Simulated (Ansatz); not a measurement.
**C2H8ClInS: small, medium and large basis sets**

Aim: see how fast density functionals converge with the basis set for C2H8ClInS.

Program: Ansatz 0.2.0, Gaussian basis. Level of theory: one geometry, several basis sets. These are calculated values, not measurements.

Plan: PBE0-D4/def2-SVP; ωB97M-V/def2-SVP; PBE0-D4/def2-QZVPP; ωB97M-V/def2-QZVPP; the functionals' def2-TZVPP values are taken from earlier runs.

### Step 1. Structure used throughout

The geometry comes from an earlier relaxation with PBE0-D4 in a triple-zeta def2 set; it is a stationary point, not always the lowest conformer. In takes the def2 core potential; no spin-orbit term is included.

13 atoms, charge 0, spin multiplicity 1.

Atoms are counted from 1 here; the program's logs count them from 0.

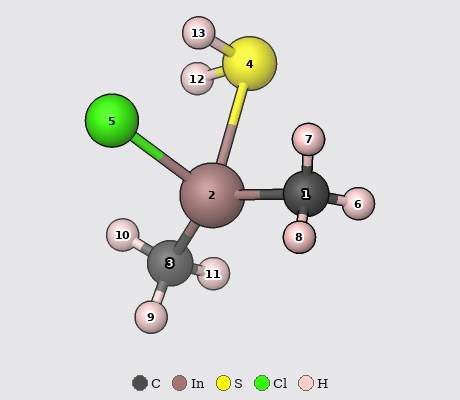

The geometry (carbon dark grey, indium brown, sulfur yellow, chlorine green, hydrogen pink); atoms are numbered from 1 in the order of the file.

As a file:

```
atom    x (Å)    y (Å)    z (Å)
  C1  -1.7203   0.8325  -1.2354
 In2   0.1399   0.1092  -0.4634
  C3   1.1708  -1.7579  -0.2640
  S4  -0.3570   0.6066   2.3393
 Cl5   1.7200   1.9288  -0.3188
  H6  -2.5518   0.2101  -0.9030
  H7  -1.8724   1.8568  -0.8952
  H8  -1.6940   0.8290  -2.3262
  H9   1.4792  -2.1197  -1.2461
 H10   2.0626  -1.6092   0.3450
 H11   0.5325  -2.5122   0.1982
 H12   0.7189  -0.1024   2.7194
 H13   0.3918   1.6936   2.0651
```

### Step 2. PBE0-D4 in def2-SVP

Contents of in.yaml:

```yaml
crystal:
  periodic: [false, false, false]
  atoms:
    - {symbol: C, position_ang: [-1.720253, 0.832523, -1.235408]}
    - {symbol: In, position_ang: [0.139869, 0.109191, -0.463401]}
    - {symbol: C, position_ang: [1.170796, -1.757906, -0.264017]}
    - {symbol: S, position_ang: [-0.357046, 0.606607, 2.339260]}
    - {symbol: Cl, position_ang: [1.720027, 1.928763, -0.318766]}
    - {symbol: H, position_ang: [-2.551768, 0.210085, -0.903048]}
    - {symbol: H, position_ang: [-1.872380, 1.856844, -0.895180]}
    - {symbol: H, position_ang: [-1.693968, 0.829047, -2.326211]}
    - {symbol: H, position_ang: [1.479170, -2.119663, -1.246149]}
    - {symbol: H, position_ang: [2.062638, -1.609162, 0.345020]}
    - {symbol: H, position_ang: [0.532541, -2.512203, 0.198176]}
    - {symbol: H, position_ang: [0.718911, -0.102421, 2.719398]}
    - {symbol: H, position_ang: [0.391763, 1.693595, 2.065125]}
basis:
  gaussian: {orbitals: def2-SVP}
hamiltonian: {xc: pbe0, dispersion: d4}
output: {orbitals: {seedname: orbitals}}
```

Started as:

```bash
$ ansatz run in.yaml --threads 4 --pin off --events-out ev --progress --plain --max-ram 11315MiB
```

Further steps of the session: ωB97M-V in def2-SVP; PBE0-D4 in def2-QZVPP; ωB97M-V in def2-QZVPP.

**Question.** What will the summary of the whole plan be? Wanted: PBE0-D4: double and triple zeta above quadruple; ωB97M-V: double and triple zeta above quadruple.

**Answer**, as computed:

```
                                       quantity           value
PBE0-D4: double and triple zeta above quadruple  11.65, 0.88 eV
ωB97M-V: double and triple zeta above quadruple  11.75, 0.85 eV
```

For PBE0-D4 the step from double to triple zeta gains 10.77 eV and the next only 0.88 eV. Total energies overstate the basis error of differences, where much of it tends to cancel. The LUMO of ωB97M-V is positive and keeps falling with the basis (1.71 to 0.73 eV): an unbound level that the basis holds in place.
